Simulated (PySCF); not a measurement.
# ClGa (ClGa): the cost of one run

Computed with PySCF 2.14.0, with density-fitted response routines of our own, on a single molecule, in the gas phase or a continuum. Atoms count from 0, in the outputs and in this text.

**1. The molecule as given**

2 atoms, charge 0, multiplicity 1; geometry from: GFN2-xTB. The atoms were then displaced at random by about 0.01 Å, so the start is not that level's minimum.

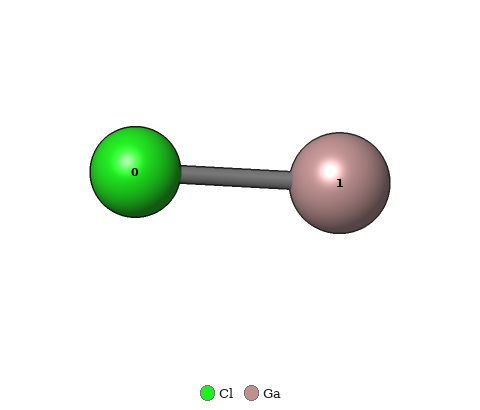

As it starts; chlorine green, gallium pink, atoms numbered.

**2. Geometry optimisation at PBE0-D3(BJ)/def2-TZVP**

The job: settings as JSON, then the geometry in Å.

```
{"job": {"xc": "PBE0", "basis": "def2-TZVP", "d3": "d3bj", "grid": 2, "shake": 0.01, "kind": "geom"}, "charge": 0, "multiplicity": 1}
Cl     1.106270    -0.028870     0.001840
Ga    -1.088780     0.000050    -0.013970
```

Run with:

```
$ OMP_NUM_THREADS=1 python probes_run.py task.json out
```

The driver reads the jobs from task.json and runs them one after another.

Q: Estimate the wall time and peak memory of this first job on 1 thread of Arm Neoverse V2, shared host.

About 6.4 s, with a peak of 0.33 GiB.
